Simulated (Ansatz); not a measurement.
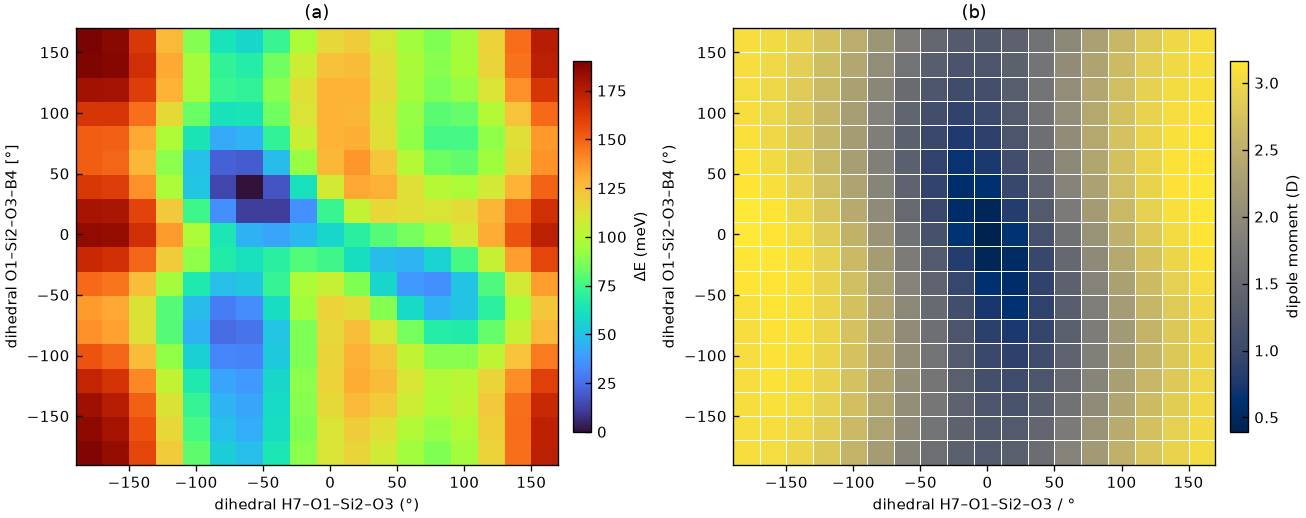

BF₂H₃O₂Si, SMILES O[SiH2]OB(F)F. 
- Coordinates scanned: (1) dihedral H7–O1–Si2–O3; (2) dihedral O1–Si2–O3–B4.
- Nothing is relaxed (all other coordinates rigid).
- The scan uses an 18 × 18 grid.
- Points are written as (first, second).
- Energies are in meV, from the lowest grid point.
- Theory: RKS r2SCAN-D4/def2-SVP (Ansatz 0.2.0).

Panel (a) is the energy and panel (b) the computed dipole moment on the same grid.

The picture shows one coloured cell a grid point.

### How does the dipole moment vary over the map, and what is it at the lowest grid point?

Leaving out the highest fifth of the energies, it runs from 0.39 D at (0°, 0°) to 3.14 D at (160°, 60°). At the lowest grid point, (−60°, 40°), it is 1.40 D.
